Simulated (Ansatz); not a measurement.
**How basis sets differ on C4H11Al (SMILES [H][Al]([CH2]C)[CH2]C)**

C4H11Al: 16 atoms, total charge 0, spin state singlet. SMILES: `[H][Al]([CH2]C)[CH2]C`. Geometry: a GFN2-xTB relaxation, a rough one for these elements and not checked as a minimum. This is one conformer, not always the lowest.

Each level gives the HOMO–LUMO gap (eV). The values are calculated.

| level | kind | program | value (eV) |
| --- | --- | --- | --- |
| HF/STO-3G | Hartree–Fock | Ansatz | 16.86 |
| HF/3-21G | Hartree–Fock | Ansatz | 11.74 |
| HF/6-31+G* (spherical functions) | Hartree–Fock | Ansatz | 11.26 |
| HF/def2-SVP | Hartree–Fock | Ansatz | 11.96 |

The values span 11.26 to 16.86 eV. A Hartree–Fock LUMO above zero doesn't converge with the basis: it sinks as sets grow more diffuse. Orbital gaps aren't excitation energies.

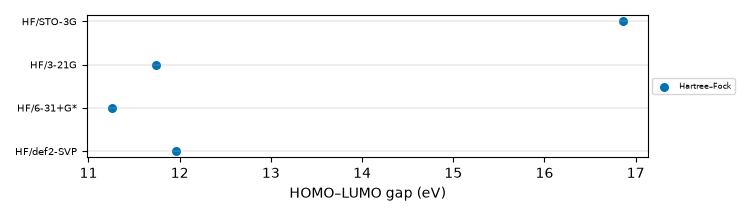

The values of the table, level by level.
